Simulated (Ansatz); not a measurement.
# C2H5NOSi: geometry optimisation from a Python script

What geometry does C2H5NOSi take? Wanted for C2H5NOSi: a geometry optimisation.

Computed with Ansatz 0.2.0, driven from Python. Level of theory: PBE0+D3(BJ)/def2-SVP.

## (1) Starting point

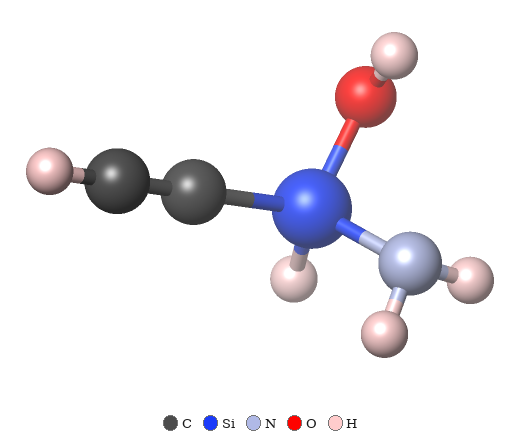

The structure that the script starts from, seen from a chosen angle (carbon dark grey, silicon blue, nitrogen light blue, oxygen red, hydrogen pink).

No structure file is read: the coordinates are typed or built in the script.

## (2) The code

File opt_c2h5nosi.py:

```python
'''Geometry optimisation of C2H5NOSi.'''

import itertools
import logging
import sys

import ansatz as az
from ase import Atoms
from ase.data import atomic_numbers, covalent_radii
import numpy as np

logging.basicConfig(stream=sys.stdout, format='[%(levelname)s] %(message)s')
log = logging.getLogger('calc')
log.setLevel(logging.INFO)


def main() -> None:
    atoms = Atoms(['C', 'C', 'Si', 'N', 'O', 'H', 'H', 'H', 'H', 'H'], positions=[
        (2.4465, -0.5047, 0.6975),
        (1.2789, -0.2538, 0.5687),
        (-0.5233, 0.136, 0.3584),
        (-1.0409, -0.3879, -1.163),
        (-0.8596, 1.7466, 0.2949),
        (3.4833, -0.7252, 0.8098),
        (-1.3829, -0.5391, 1.3457),
        (-0.8729, -1.388, -1.2297),
        (-2.0497, -0.2722, -1.2031),
        (-0.4793, 2.1883, -0.4791),
    ])
    system = az.Crystal.molecule_from_ase(atoms)

    calculation = (
        system.calculation()
        .basis(gaussian='def2-SVP')
        .functional('PBE0', dispersion='d3bj')
    )
    symbols = [site.symbol for site in system.cartesian_sites]
    start = np.array([site.position_ang for site in system.cartesian_sites], dtype=float)
    def progress(event):
        if event['event'] == 'relax_step':
            row = event['data']
            log.info(f'step {row["step"]:3d}  E = {row["lagrangian_ev"]:.6f} eV  largest force component {row["allowed_force_max_ev_ang"]:.4f} eV/A')


    r = calculation.relax(force_tolerance=0.01).session().plan().execute(on_event=progress).report
    end = np.array(r['positions_ang'])

    log.info(f'E = {r["free_energy_ev"]:.6f} eV = {r["free_energy_ev"] / 27.211386246:.7f} Ha')
    print('converged:', r['converged'], ' doubts:', r['published_state_doubts'] or 'none')

    # pairs closer than 1.2 times the sum of covalent radii, before or after
    radius = [covalent_radii[atomic_numbers[s]] for s in symbols]
    span = lambda where, i, j: np.linalg.norm(where[i] - where[j])
    bonded = [(i, j) for i, j in itertools.combinations(range(len(symbols)), 2) if min(span(start, i, j), span(end, i, j)) < 1.2 * (radius[i] + radius[j])]
    log.info('pair        before    after (A)')
    for i, j in bonded:
        print(f'{symbols[i]}{i}-{symbols[j]}{j}'.ljust(10), f'{span(start, i, j):8.4f} {span(end, i, j):8.4f}')
    for first, second in list(itertools.combinations(bonded, 2)):
        shared = set(first) & set(second)
        if shared and symbols[(j := shared.pop())] != 'H':
            i, k = sorted((set(first) | set(second)) - {j})
            u, v = end[i] - end[j], end[k] - end[j]
            angle = np.degrees(np.arccos(np.clip(u @ v / np.linalg.norm(u) / np.linalg.norm(v), -1, 1)))
            log.info(f'final angle {symbols[i]}{i}-{symbols[j]}{j}-{symbols[k]}{k}: {angle:.2f} deg')


if __name__ == '__main__':
    main()
```

## (3) The input behind the calls

The package turns the script's settings into the engine's input:

```yaml
crystal:
  periodic: [false, false, false]
  atoms:
    - { symbol: C, position_ang: [2.4465, -0.5047, 0.6975] }
    - { symbol: C, position_ang: [1.2789, -0.2538, 0.5687] }
    - { symbol: Si, position_ang: [-0.5233, 0.136, 0.3584] }
    - { symbol: "N", position_ang: [-1.0409, -0.3879, -1.163] }
    - { symbol: O, position_ang: [-0.8596, 1.7466, 0.2949] }
    - { symbol: H, position_ang: [3.4833, -0.7252, 0.8098] }
    - { symbol: H, position_ang: [-1.3829, -0.5391, 1.3457] }
    - { symbol: H, position_ang: [-0.8729, -1.388, -1.2297] }
    - { symbol: H, position_ang: [-2.0497, -0.2722, -1.2031] }
    - { symbol: H, position_ang: [-0.4793, 2.1883, -0.4791] }
basis:
  gaussian:
    orbitals: def2-SVP
hamiltonian:
  xc: pbe0
  dispersion: d3bj
relax:
  f_tol: 0.01
```

## (4) Launch

Run with:

```
$ python opt_c2h5nosi.py
```

Standard output:

```text
[INFO] step   1  E = -13553.451662 eV  largest force component 2.1386 eV/A
[INFO] step   2  E = -13553.707336 eV  largest force component 0.5720 eV/A
[INFO] step   3  E = -13553.760983 eV  largest force component 0.3202 eV/A
[INFO] step   4  E = -13553.793332 eV  largest force component 0.6968 eV/A
[INFO] step   5  E = -13553.799719 eV  largest force component 0.4173 eV/A
[INFO] step   6  E = -13553.807056 eV  largest force component 0.3859 eV/A
[INFO] step   7  E = -13553.812971 eV  largest force component 0.0534 eV/A
[INFO] step   8  E = -13553.813422 eV  largest force component 0.0362 eV/A
[INFO] step   9  E = -13553.813721 eV  largest force component 0.0391 eV/A
[INFO] step  10  E = -13553.813790 eV  largest force component 0.0062 eV/A
[INFO] E = -13553.813817 eV = -498.0934707 Ha
converged: True  doubts: none
[INFO] pair        before    after (A)
C0-C1        1.2012   1.2173
C0-H5        1.0659   1.0758
C1-Si2       1.8558   1.8427
Si2-N3       1.6903   1.7167
Si2-O4       1.6466   1.6607
Si2-H6       1.4729   1.4843
N3-H7        1.0163   1.0122
N3-H8        1.0162   1.0126
O4-H9        0.9689   0.9626
[INFO] final angle C1-C0-H5: 179.79 deg
[INFO] final angle C0-C1-Si2: 179.30 deg
[INFO] final angle C1-Si2-N3: 104.43 deg
[INFO] final angle C1-Si2-O4: 111.77 deg
[INFO] final angle C1-Si2-H6: 109.88 deg
[INFO] final angle N3-Si2-O4: 112.36 deg
[INFO] final angle N3-Si2-H6: 115.74 deg
[INFO] final angle Si2-N3-H7: 120.56 deg
[INFO] final angle Si2-N3-H8: 122.59 deg
[INFO] final angle O4-Si2-H6: 102.86 deg
[INFO] final angle Si2-O4-H9: 115.06 deg
[INFO] final angle H7-N3-H8: 112.46 deg
```

Wall time 63 s (1 thread of Intel Xeon Platinum 8259CL at 2.50GHz (Skylake/Cascade Lake), shared host); peak memory 0.32 GiB.

## (5) What the engine kept of the run

The report of the run holds:

| item | value |
| --- | --- |
| SCF cycles in all | 96 |
| orbitals | 99 |
| total energy (eV) | -13553.81382 |

## (6) The relaxation, step by step

Step by step:

| step | E - E(step 1) (eV) | largest force component (eV/Å) |
| --- | --- | --- |
| 1 | 0.0000 | 2.1386 |
| 2 | -0.2557 | 0.5720 |
| 3 | -0.3093 | 0.3202 |
| 4 | -0.3417 | 0.6968 |
| 5 | -0.3481 | 0.4173 |
| 6 | -0.3554 | 0.3859 |
| 7 | -0.3613 | 0.0534 |
| 8 | -0.3618 | 0.0362 |
| 9 | -0.3621 | 0.0391 |
| 10 | -0.3621 | 0.0062 |

Step 1 is the start.

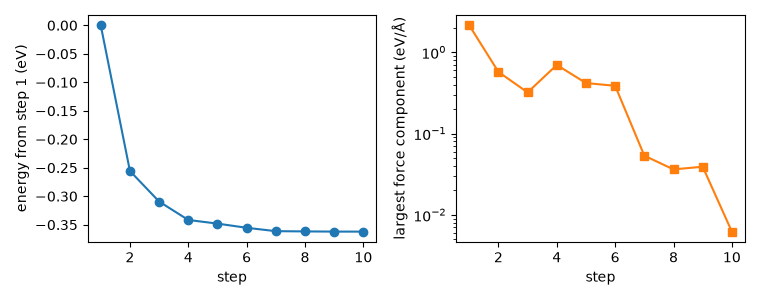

Energy and largest force along the relaxation.

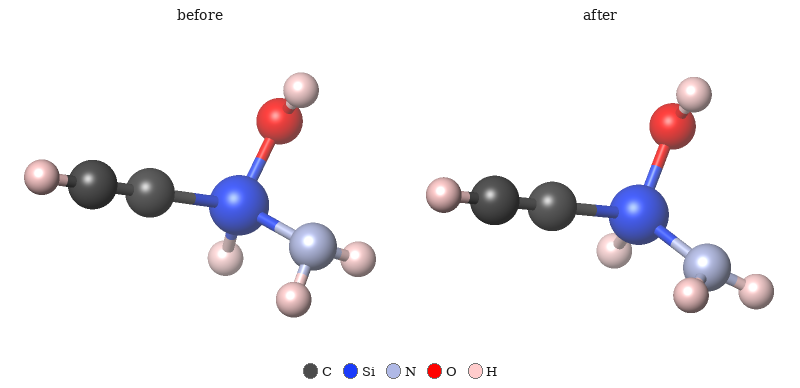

The structure before (left) and after (right) the relaxation, drawn at the same scale.

Before: Bond lengths: C1–C2 1.201 Å, C2–Si3 1.856 Å, Si3–N4 1.690 Å, Si3–O5 1.647 Å, C1–H6 1.066 Å, Si3–H7 1.473 Å, N4–H8 1.016 Å, N4–H9 1.016 Å, O5–H10 0.969 Å. Angles: C1–C2–Si3 179.6°, C2–C1–H6 179.8°, C2–Si3–N4 109.5°, C2–Si3–O5 114.1°, C2–Si3–H7 113.2°, N4–Si3–O5 101.9°, N4–Si3–H7 106.4°, O5–Si3–H7 110.8°, Si3–N4–H8 108.3°, Si3–N4–H9 107.7°, H8–N4–H9 105.9°, Si3–O5–H10 113.4°.

After: Bond lengths: C1–C2 1.217 Å, C2–Si3 1.843 Å, Si3–N4 1.717 Å, Si3–O5 1.661 Å, C1–H6 1.076 Å, Si3–H7 1.484 Å, N4–H8 1.012 Å, N4–H9 1.013 Å, O5–H10 0.963 Å. Angles: C1–C2–Si3 179.3°, C2–C1–H6 179.8°, C2–Si3–N4 104.4°, C2–Si3–O5 111.8°, C2–Si3–H7 109.9°, N4–Si3–O5 112.4°, N4–Si3–H7 115.7°, O5–Si3–H7 102.9°, Si3–N4–H8 120.6°, Si3–N4–H9 122.6°, H8–N4–H9 112.5°, Si3–O5–H10 115.1°.

## (7) Results

| quantity | value |
| --- | --- |
| total energy | -13553.8138 eV |
| dipole moment | 2.36 D |
| moves of the relaxation | 9 |
| energy gained | 0.362 eV |
| last largest force component | 0.0062 eV/Å |

The relaxation took 9 moves; the largest shift is 0.493 Å, of atom 8 (H). The end point is the stationary point reached from this start; no frequency run checks that it is a minimum, and the basis set is modest.
